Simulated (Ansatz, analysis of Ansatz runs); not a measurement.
# B-H pair in alpha-quartz: local vibrational mode, PBE, part 2 of 2

How near does this set-up come to the measured local vibrational mode? Subject: B-H pair in alpha-quartz. Set-up: PBE, 72-site cell, PBE lattice, 420 eV, k: the single point 1/4 1/4 1/4, anharmonic cut along the mode. The model is a cell of 72 host atoms with B put on another atom's site and H put in between. The frequencies come from force constants among the defect atom and its neighbours, with the masses of the isotopes named.

Ansatz 0.2.0; PBE, 72-site cell, PBE lattice, 420 eV, k: the single point 1/4 1/4 1/4, anharmonic cut along the mode.

So far: The structure; Relaxation, charge 0.

### 2. Relaxation, charge 0 (continued)

Level of this step: plane-wave PAW DFT, PBE; relaxation of all atoms of a defect supercell (Ansatz).

The steps of the relaxation:

| step | energy less that of the first step (eV) | largest force component (eV/Å) |
| --- | --- | --- |
| 1 | 0.0000 | 6.8474 |
| 2 | -2.4364 | 3.3637 |
| 3 | -3.4269 | 1.6832 |
| 4 | -3.7113 | 0.5236 |
| 5 | -3.7735 | 0.2724 |
| 6 | -3.8396 | 0.5973 |
| 7 | -3.9028 | 0.4998 |
| 8 | -3.9604 | 0.8602 |
| 9 | -4.0186 | 0.2919 |
| 10 | -4.0494 | 0.2700 |
| 11 | -4.0525 | 0.1709 |
| 12 | -4.0500 | 0.1606 |
| 13 | -4.0558 | 0.0839 |
| 14 | -4.0561 | 0.0246 |
| 15 | -4.0562 | 0.0122 |
| 16 | -4.0562 | 0.0016 |

Relaxation step 12 was tried and not accepted.

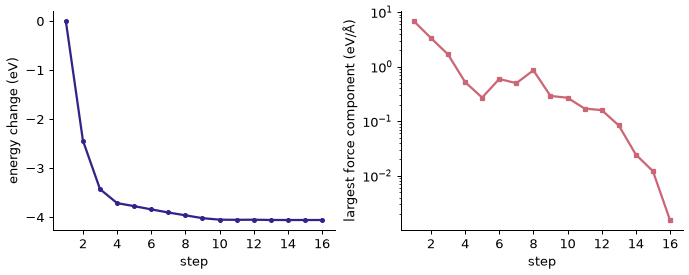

Energy and largest force along the relaxation.

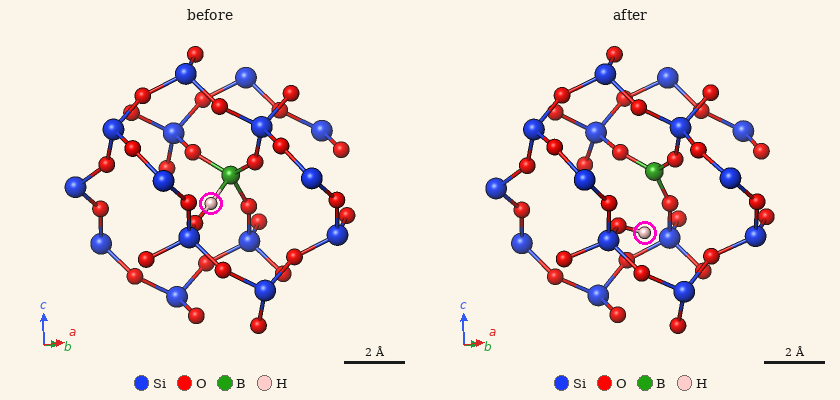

Before and after: the atoms that start within 5 Å of the centre. H73, which moves most, is ringed if it is among them.

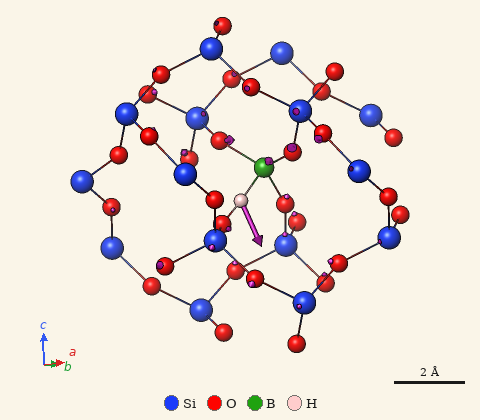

Displacements in the relaxation from the typed sites near the centre, exaggerated; the longest in the cell stands for 1.08 Å.

The atoms that moved most (Å, from the sites as typed, ahead of the random displacement):

| atom | dx | dy | dz | length |
| --- | --- | --- | --- | --- |
| H73 | 0.341 | 0.266 | -0.990 | 1.080 |
| O15 | -0.230 | 0.152 | 0.119 | 0.300 |
| O16 | -0.009 | 0.288 | 0.015 | 0.289 |
| B12 | -0.095 | 0.201 | 0.140 | 0.263 |
| O52 | -0.224 | 0.034 | -0.115 | 0.254 |
| O26 | 0.090 | -0.188 | 0.016 | 0.209 |
| O5 | 0.089 | -0.145 | -0.108 | 0.201 |
| O51 | -0.142 | -0.011 | 0.139 | 0.199 |

The atoms nearest to the centre after the run:

| atom | distance (Å) |
| --- | --- |
| B12 | 1.125 |
| H73 | 1.357 |
| O4 | 1.424 |
| O9 | 1.720 |
| O15 | 1.781 |
| O16 | 1.846 |
| Si1 | 2.870 |
| Si19 | 3.057 |

Neighbours of the added atoms: H73: O4 0.97, O9 2.13, Si1 2.21 Å.

Read from the output:

| Property | Result |
| --- | --- |
| free energy | -42112.0844 eV |

The relaxation ends 56 meV an atom lower than the displaced start, with a largest force component of 0.0016 eV/Å.

### 3. Local vibrational modes

A local mode lives on the defect and the atoms next to it, so only the sites listed in the input are displaced, which costs far fewer SCF runs than the whole cell would.

This step: plane-wave PAW DFT, PBE; finite-displacement force constants among the atoms nearest to a defect, the others at rest.

The input, modes/input.yaml:

```yaml
crystal:
  lattice:
    - [10.03667686, 0.0, 0.0]
    - [-5.01833843, 8.69201713, 0.0]
    - [0.0, 0.0, 11.01794812]
  atoms:
    - { symbol: Si, position: [0.238270985, -0.01248013, 0.32492916] }
    - { symbol: Si, position: [0.001435424, 0.240144371, 0.171352124] }
[... 1 atom line left out ...]
    - { symbol: O, position: [0.20451402, 0.121014103, 0.374643424] }
[... 3 atom lines left out ...]
    - { symbol: O, position: [0.081653729, 0.366845479, 0.27929706] }
    - { symbol: O, position: [0.298939256, 0.417937212, 0.445669955] }
[... 1 atom line left out ...]
    - { symbol: Si, position: [0.002839953, 0.247877522, 0.670547434] }
    - { symbol: B, position: [0.279700831, 0.320779934, 0.542171763] }
[... 2 atom lines left out ...]
    - { symbol: O, position: [0.40650555, 0.310227554, 0.574698741] }
    - { symbol: O, position: [0.143568203, 0.240287464, 0.60428765] }
[... 2 atom lines left out ...]
    - { symbol: Si, position: [0.239552237, 0.495540167, 0.344275004] }
[... 7 atom lines left out ...]
    - { symbol: O, position: [0.293347891, 0.917783267, 0.435027662] }
[... 19 atom lines left out ...]
    - { symbol: Si, position: [0.48652481, 0.243437449, 0.666786969] }
[... 25 atom lines left out ...]
    - { symbol: H, position: [0.282711409, 0.224652753, 0.352257123] }
basis:
  ecutwfc: 420
  xc_grid: 2
hamiltonian:
  xc: pbe
kpoints:
  mp_grid: { grid: [1, 1, 1], shift: [0.25, 0.25, 0.25] }
scf:
  occupations: { method: fermi_dirac, width: 0.01 }
  max_iter: 120
output: {}
checkpoint:
  read: "../relax.run"
phonons:
  supercell: [1, 1, 1]
  displaced_sites: [0, 3, 8, 11, 72]
```

Launch:

```sh
$ ansatz run input.yaml --threads 2 --pin off --max-ram 3768MiB --backend cpu --events-out ev --progress --plain --runs-dir out
```

Numbers of over 12 decimals in the logs are rounded to 6 here.

What it wrote:

```text
[...]
Crystal: 73 atoms, lattice volume = 961.194 Å³
Basis set: ecut = 420 eV, 18781 PW (Γ), exchange–correlation on 144×144×150 points (8 copies of the dense FFT grid, shifted against one another)
Bands: 265, of which v1, the nominal top of the filled ones, is band 192 counted from 1 (191 counted from 0)
Symmetry: 1 space group operations
k-points: 1
[...]
iter 1 solved again at ethr=1.56e-11 eV; its pass at ethr=3.10e-3 eV (dr2=6.00e-8 eV) is discarded
[...]
SCF iter   5: F=-42112.084403 eV  HF=-42112.084403 eV  |F-HF|=2.91e-11  |Δ(HF+E_count)|=  2.26e-10  Δρ=8.06e-8  dr2=4.44e-11  ethr=1.00e-12  ⟨swp⟩=4.0  Hψ=797  notcnv=0
SCF 1 converged in 5 iterations: F = -42112.084403 eV  dr2 = 4.44e-11
[...]
SCF 2 converged in 9 iterations: F = -42112.084345 eV  dr2 = 1.43e-12
[...]
symmetry images taken by strict's conditions (phonons.symmetry_images: auto; settled by no image being taken that strict refuses)
  force constants formed among 5 of 73 sites (Si 0, O 3, O 8, B 11, H 72); the other 68 at rest. The modes move the named sites alone.
  the frequencies, the zero-point energy and the sums are of the block with the acoustic sum rule laid on its rows. Row sums over every site: 1.6e-4 eV/Å² at the most
  transpose residual: 5.7e-4 eV/Å²
  largest component of a force at the reference: 1.5e-3 eV/Å on a named site, 1.5e-3 eV/Å on a site at rest
  frequencies among the named sites at Γ of the cell (cm⁻¹): 183.38 206.95 263.23 359.33 368.42 394.58 565.20 650.40 654.10 786.18 890.11 966.57 1120.76 1241.73 3679.01
  unstable modes among the named sites: 0
  frequencies as built, with no sum rule (cm⁻¹): 183.39 206.95 263.23 359.34 368.42 394.59 565.20 650.40 654.10 786.18 890.11 966.56 1120.76 1241.73 3679.01
  zero-point energy: 0.764359 eV/cell   skipped modes (ω ≤ 0): 0
  not written: the harmonic force-constant file, the file of eigenvectors (these modes' are written with the force constants), the density of states and the dispersion, which are of every site
[key lines of the parts left out:]
SCF converged after 5 iterations
Free energy (F): -42112.084403 eV
Fermi energy:    5.166565 eV
```

It took 22 min on 2 threads of Arm Neoverse N1, shared host; peak memory 1.6 GiB; 43 min of CPU time.

Numbers from this step:

```
free energy : -42112.0844 eV
```

The modes with the largest weight on the probed atoms (the light atom of a pair), for the masses of each isotope. Modes of the displaced atoms (local only where they lie over the host's phonons):

| isotopes | mode (cm⁻¹) | share of the defect atoms |
| --- | --- | --- |
| H | 3679 | 0.941 |
| H | 966.6 | 0.566 |
| H | 359.3 | 0.424 |
| D | 2679 | 0.886 |
| D | 286.4 | 0.635 |
| D | 165 | 0.429 |

### 4. Point 1 along the mode

A light atom samples the curved part of its well, so the energy is mapped along the mode and the one-dimensional Schrödinger equation solved on it.

This step: plane-wave PAW DFT, PBE; single point of a defect supercell.

The input, cut0/input.yaml:

```yaml
crystal:
  lattice:
    - [10.03667686, 0.0, 0.0]
    - [-5.01833843, 8.69201713, 0.0]
    - [0.0, 0.0, 11.01794812]
  atoms:
    - { symbol: Si, position: [0.238289073, -0.012458893, 0.324923616] }
    - { symbol: Si, position: [0.001435424, 0.240144371, 0.171352124] }
[... 1 atom line left out ...]
    - { symbol: O, position: [0.205864754, 0.122901767, 0.374272617] }
[... 3 atom lines left out ...]
    - { symbol: O, position: [0.081653729, 0.366845479, 0.27929706] }
    - { symbol: O, position: [0.298953652, 0.41794492, 0.445654065] }
[... 1 atom line left out ...]
    - { symbol: Si, position: [0.002839953, 0.247877522, 0.670547434] }
    - { symbol: B, position: [0.279683134, 0.320725314, 0.542197055] }
[... 2 atom lines left out ...]
    - { symbol: O, position: [0.40650555, 0.310227554, 0.574698741] }
    - { symbol: O, position: [0.143568203, 0.240287464, 0.60428765] }
[... 2 atom lines left out ...]
    - { symbol: Si, position: [0.239552237, 0.495540167, 0.344275004] }
[... 7 atom lines left out ...]
    - { symbol: O, position: [0.293347891, 0.917783267, 0.435027662] }
[... 19 atom lines left out ...]
    - { symbol: Si, position: [0.48652481, 0.243437449, 0.666786969] }
[... 25 atom lines left out ...]
    - { symbol: H, position: [0.260827683, 0.194818424, 0.358601259] }
basis:
  ecutwfc: 420
  xc_grid: 2
hamiltonian:
  xc: pbe
kpoints:
  mp_grid: { grid: [1, 1, 1], shift: [0.25, 0.25, 0.25] }
scf:
  occupations: { method: fermi_dirac, width: 0.01 }
  max_iter: 120
output:
  forces: true
checkpoint:
  read: "../relax.run"
```

What it wrote:

```text
[...]
Warning: checkpoint.read: the run can stay near the saved state's solution: 5 site(s) moved relative to the saved geometry (max |Δs| = 2.983e-2 fractional); [...]
[...]
Crystal: 73 atoms, lattice volume = 961.194 Å³
Basis set: ecut = 420 eV, 18781 PW (Γ), exchange–correlation on 144×144×150 points (8 copies of the dense FFT grid, shifted against one another)
Bands: 265, of which v1, the nominal top of the filled ones, is band 192 counted from 1 (191 counted from 0)
Symmetry: 1 space group operations
[...]
k-points: 1
[...]
SCF iter   4: F=—  HF=-42107.534120 eV  |F-HF|=—  |Δ(HF+E_count)|=   3.55e-3  Δρ=3.40e-4  dr2=7.08e-4  ethr=4.78e-6  ⟨swp⟩=3.0  Hψ=399  notcnv=0  defer=23
automatic band count: iteration 4 solves 222 bands in place of 265: the levels show a gap, and the empty bands left out lie too high to hold charge; the band table lists the bands solved (type scf.n_extra_bands for more)
[...]
SCF converged after 9 iterations
Free energy (F): -42107.533142 eV
[...]
Internal energy: -42107.533142 eV  (E = F + TS)
E sigma→0 (E₀):  -42107.533142 eV
Fermi energy:    5.183539 eV
[...]
--- Forces (eV/Å), atoms counted from 1 ---
  atom   1  Si    -0.14420587    -0.21397136     0.10447077
  atom   2  Si    -0.00506803     0.04099131     0.01141931
  [... 1 atom left out ...]
  atom   4  O    -12.14612158   -42.37719110    11.27085122
  [... 4 atoms left out ...]
  atom   9  O     -0.04710442    -0.05837741     0.09214353
  [... 1 atom left out ...]
  atom  11  Si     0.00938189     0.00484612    -0.00813004
  atom  12  B     -0.02822765     0.18225336    -0.14565971
  [... 2 atoms left out ...]
  atom  15  O      0.03564555    -0.04461609     0.00942712
  atom  16  O     -0.01828721    -0.04582840     0.02081227
  [... 2 atoms left out ...]
  atom  19  Si     0.14317251    -0.10007966     0.05468908
  [... 27 atoms left out ...]
  atom  47  Si    -0.00726252     0.01898324    -0.00478055
  [... 25 atoms left out ...]
  atom  73  H     12.42172988    42.35533173   -11.48248972
  max |Σ_I F_I| component: 3.26e-5 eV/Å
```

Run time: 48 s. Hardware: 2 threads; peak memory 1.6 GiB; 95 s of CPU time.

This step gave:

* free energy: -42107.5331 eV

The series, run alike:

| run | outcome | energy less the first (eV) | moment (μB) | time |
| --- | --- | --- | --- | --- |
| point 1 along the mode | converged | 0.0000 | 0.00 | 48 s |
| point 2 along the mode | converged | -2.6279 | 0.00 | 48 s |
| point 3 along the mode | converged | -3.8125 | 0.00 | 54 s |
| point 4 along the mode | converged | -4.3982 | 0.00 | 55 s |
| point 5 along the mode | converged | -4.4428 | 0.00 | 47 s |
| point 6 along the mode | converged | -4.1813 | 0.00 | 47 s |
| point 7 along the mode | converged | -3.8622 | 0.00 | 48 s |
| point 8 along the mode | converged | -3.4581 | 0.00 | 49 s |
| point 9 along the mode | converged | -3.0451 | 0.00 | 50 s |

### 5. Anharmonic fundamental

Analysis of the runs above: one-dimensional Schroedinger equation on a polynomial through PBE energies along the local mode.

It gives:

```
stretch          : 3512 cm⁻¹
stretch harmonic : 3679 cm⁻¹
```

Energy against normal coordinate:

| normal coordinate (amu½ Å) | energy (eV) |
| --- | --- |
| -0.287 | 4.55 |
| -0.211 | 1.92 |
| -0.144 | 0.739 |
| -0.072 | 0.153 |
| 0.000 | 0 |
| 0.072 | 0.108 |
| 0.144 | 0.370 |
| 0.211 | 0.689 |
| 0.287 | 1.09 |
| 0.364 | 1.51 |

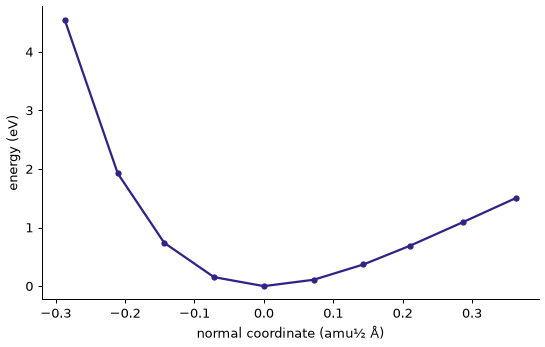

Energy against normal coordinate.

### 6. Results

* distance from the defect atom to its nearest neighbour: 0.971 Å
* O-H stretch, 1H: 3512 cm⁻¹
* time of the whole chain: 41 min on 2 threads

What this shows: O-H stretch, 1H: computed 3512 cm⁻¹, measured 3595 cm⁻¹; 83 cm⁻¹ (2 %) below the measurement. The anharmonic cut moves the O-H stretch, 1H from 3679 to 3512 cm⁻¹; a straight cut leaves out the coupling to the other modes. Only the named neighbours move, so modes near the host's band are approximate.

[Logs are printed without paths, hosts, clocks, repeated set-up lines and the standing remarks that a program may print on its own settings, such as how far it seeks lower states.]

[Hosts, paths, dates, database ids (printed as entryN), source tags and the programs' standing remarks are cut or masked in the printed files.]

[For some hosts the program warned that the k-mesh of the response run may be too coarse for force constants and the static dielectric constant; such warnings are not shown here.]
